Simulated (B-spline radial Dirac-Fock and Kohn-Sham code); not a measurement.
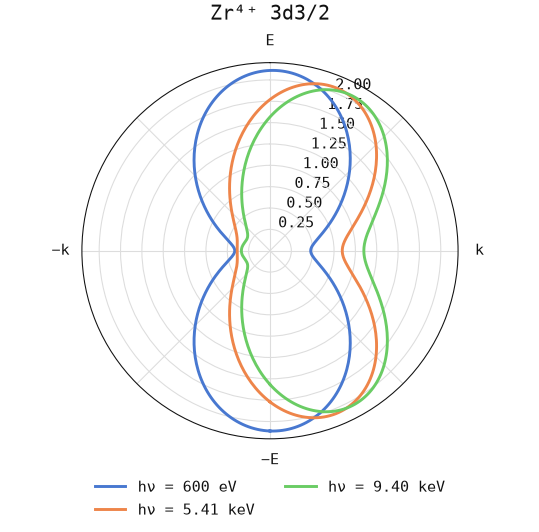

**Figure.** Angular distribution of photoelectrons from M4 (3d3/2) in the plane of the polarisation E (up) and the photon direction k (right), relative to an isotropic one. System: Zr⁴⁺. Method: a Dirac–Hartree–Slater potential; 1 + βP₂(cos θ) + (δ + γ cos²θ) sin θ cos φ with E1 and E1–E2 terms (computed with a radial B-spline solver).

Summarise the result.

At 600 eV, β = 1.111, γ = 0.049 and δ = 0.032. At 5.41 keV, β = 0.770, γ = 1.129 and δ = 0.231. At 9.40 keV, β = 0.566, γ = 1.354 and δ = 0.382. At 9.40 keV the emission 45° forward of E is 4.8 times that 45° backward, and the lobe peaks 29° from E towards k.
